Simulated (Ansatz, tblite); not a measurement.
**Ga3Sb3 wurtzite hole sphere (Ga3Sb3H12): spin-state energies by level**

Aim: set other spin states of Ga3Sb3 wurtzite hole sphere (Ga3Sb3H12) against its singlet, on many levels of theory.

The runs use Ansatz 0.2.0, Gaussian basis; as each input shows.

Plan: triplet, at the geometry of the singlet (GFN1-xTB, GFN2-xTB, PBE0-D4/def2-TZVP, PBE-D4/def2-TZVP); the singlet's energies come from earlier runs.

3 further runs of the same task are left out: 3 set aside as unsound or not needed.

## 1. The structure

The singlet was relaxed beforehand with PBE-D4/def2-SVP.

18 atoms, charge 0, spin multiplicity 1.

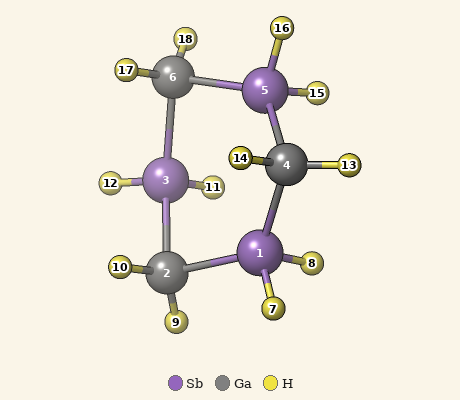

The geometry (antimony purple, gallium grey, hydrogen yellow); atoms are numbered from 1 in the order of the file.

Sb takes a core potential in the def2 sets. No spin-orbit coupling is included.

## 2. Triplet at the fixed geometry, GFN1-xTB

Tight binding, by tblite at 300 K electronic temperature and without a spin-polarisation term:

```python
tblite.interface.Calculator('GFN1-xTB', numbers, positions, charge=0, uhf=2).singlepoint()
```

Energy -487.1404 eV; 0.026 s.

## 3. Triplet at the fixed geometry, GFN2-xTB

Tight binding, by tblite at 300 K electronic temperature and without a spin-polarisation term:

```python
tblite.interface.Calculator('GFN2-xTB', numbers, positions, charge=0, uhf=2).singlepoint()
```

Energy -439.4242 eV; 0.053 s.

## 4. Triplet at the fixed geometry, PBE0-D4/def2-TZVP

File in.yaml:

```yaml
crystal:
  periodic: [false, false, false]
  atoms:
    - {symbol: Sb, position_ang: [-0.005324, -2.340622, -0.223938]}
    - {symbol: Ga, position_ang: [-2.442164, -1.403375, 0.501683]}
    - {symbol: Sb, position_ang: [-2.027406, 1.172938, -0.226722]}
    - {symbol: Ga, position_ang: [2.435774, -1.414149, 0.500992]}
    - {symbol: Sb, position_ang: [2.026668, 1.163628, -0.227859]}
    - {symbol: Ga, position_ang: [0.003650, 2.815417, 0.493023]}
    - {symbol: H, position_ang: [-0.010692, -4.035870, 0.052188]}
    - {symbol: H, position_ang: [-0.006545, -2.452223, -1.938094]}
    - {symbol: H, position_ang: [-3.530536, -2.032451, -0.449887]}
    - {symbol: H, position_ang: [-2.457794, -1.410391, 2.079252]}
    - {symbol: H, position_ang: [-2.129934, 1.229611, -1.940451]}
    - {symbol: H, position_ang: [-3.492634, 2.023095, 0.055026]}
    - {symbol: H, position_ang: [3.521048, -2.044820, -0.452968]}
    - {symbol: H, position_ang: [2.454379, -1.420975, 2.078426]}
    - {symbol: H, position_ang: [2.125288, 1.216609, -1.942032]}
    - {symbol: H, position_ang: [3.495256, 2.010434, 0.048517]}
    - {symbol: H, position_ang: [0.003284, 2.838763, 2.070473]}
    - {symbol: H, position_ang: [0.008282, 4.068581, -0.463529]}
basis:
  gaussian: {orbitals: def2-TZVP}
magnetization: {spin_polarized: true, initial_magnetization: 2}
hamiltonian: {xc: pbe0, dispersion: d4}
scf: {omitted_lower_state_checks: [starts]}
output: {orbitals: {seedname: orbitals}}
```

Run with:

```console
$ ansatz run in.yaml --threads 2 --pin off --events-out ev --progress --plain --max-ram 31744MiB --backend cuda --devices 0, --max-vram 18GiB
```

What it wrote:

```text
Functional definition: PBE0
  name "PBE0"
  cite "Adamo & Barone, J. Chem. Phys. 110, 6158 (1999) doi:10.1063/1.478522"
  cite "Perdew, Burke & Ernzerhof, Phys. Rev. Lett. 77, 3865 (1996) doi:10.1103/PhysRevLett.77.3865"
  parent pbe
  parameter a = 0.25
  parameter kappa = 0.804
  parameter beta = 0.06672455060314922
  exchange = (1 - a)*pbe_x(kappa = kappa, mu = beta*pi^2/3) + a*exact_x
  correlation = pbe_c(beta = beta)
these checks for a lower state are left out or cut short: starts
2952 factors; integrals over basis functions are off by at most 1.3e-3 eV
mean field evaluation 1: about -176916.6653 eV, gradient 2.8e1 eV
mean field evaluation 2: about -176916.3879 eV, gradient 3.5e1 eV
mean field evaluation 4: about -176918.5627 eV, gradient 1.2e0 eV
mean field evaluation 8: about -176918.6734 eV, gradient 4.7e-1 eV
mean field evaluation 16: about -176918.6770 eV, gradient 3.6e-2 eV
mean field evaluation 32: about -176918.7140 eV, gradient 7.2e-4 eV
mean field -176918.71396323 eV, -6501.6428183374 hartree, gradient 7.2e-6 eV, S^2 2.010138; 0 other end points of the search recorded, 0 dependent functions left out
reference -176918.71402210 eV, -6501.6428205006 hartree; 88, 86 occupied and 278, 280 virtual orbitals, 2952 factors
Total energy: -176919.43787320 eV, -6501.6694215381 hartree
Checks for a lower state left out: starts
```

It took 16 s on 1 × H100 (card shared with other runs) with 2 threads of AMD EPYC 7R13, shared host; peak host memory 1 GiB.

From the report: HOMO -2.98 eV, LUMO -6.11 eV (over both spins; with the spin held, an empty level of the minority spin lies below the top filled one); ⟨S²⟩ 2.010 (pure: 2.00).

## 5. Triplet at the fixed geometry, PBE-D4/def2-TZVP

start.molden holds the orbitals of an earlier run on this state, given as this run's starting guess.

Edit in.yaml of step 4 so:

```diff
@@ -22,5 +22,5 @@
 basis:
-  gaussian: {orbitals: def2-TZVP}
+  gaussian: {orbitals: def2-TZVP, initial_orbitals: start.molden}
 magnetization: {spin_polarized: true, initial_magnetization: 2}
-hamiltonian: {xc: pbe0, dispersion: d4}
+hamiltonian: {xc: pbe, dispersion: d4}
 scf: {omitted_lower_state_checks: [starts]}
```

Same command.

What it wrote:

```text
Functional definition: PBE
  name "PBE"
  cite "Perdew, Burke & Ernzerhof, Phys. Rev. Lett. 77, 3865 (1996) doi:10.1103/PhysRevLett.77.3865"
  parent pbe
  parameter kappa = 0.804
  parameter beta = 0.06672455060314922
  exchange = pbe_x(kappa = kappa, mu = beta*pi^2/3)
  correlation = pbe_c(beta = beta)
these checks for a lower state are left out or cut short: starts
2781 factors; their error is unknown
mean field evaluation 1: about -176914.0773 eV, gradient 1.1e1 eV
mean field evaluation 2: about -176914.4026 eV, gradient 4.4e-1 eV
mean field evaluation 4: about -176914.4952 eV, gradient 1.6e-1 eV
mean field evaluation 8: about -176914.4469 eV, gradient 1.2e-2 eV
mean field -176914.44693591 eV, -6501.4860079755 hartree, gradient 1.1e-5 eV, S^2 2.004465; 0 other end points of the search recorded, 0 dependent functions left out
reference -176914.44701464 eV, -6501.4860108688 hartree; 88, 86 occupied and 278, 280 virtual orbitals, 2781 factors
Total energy: -176915.25774970 eV, -6501.5158048327 hartree
Checks for a lower state left out: starts
```

Run time: 5 s. Hardware: 1 × H100 (card shared with other runs) with 2 threads of AMD EPYC 7R13, shared host; peak host memory 1 GiB.

Report: HOMO -2.45 eV, LUMO -6.53 eV (over both spins; with the spin held, an empty level of the minority spin lies below the top filled one); ⟨S²⟩ 2.004 (pure: 2.00).

## 6. Triplet less singlet, vertical

The singlet's energies are those of its earlier runs, whose logs aren't repeated here.

```tsv
level	triplet less singlet, vertical (kcal/mol)	time
GFN1-xTB	+92.6	0.047 s
GFN2-xTB	+76.4	0.072 s
PBE-D4/def2-TZVP	+94.9	7.1 s
PBE0-D4/def2-TZVP	+103.8	21 s
```

Times add the two runs; a level without a time comes out of a correlated run. Tight binding without a spin term can't rank spin states.

## 7. Summary of results

| quantity | value |
| --- | --- |
| triplet less singlet, vertical, functionals in def2-TZVP | +94.9 (PBE-D4) to +103.8 kcal/mol (PBE0-D4) |

In words: All functionals put the triplet above the singlet, over a spread of 8.9 kcal/mol. The checks for a lower triplet were left out, so another state of that spin may lie lower. These are electronic energies, without zero-point motion, entropy or surroundings.
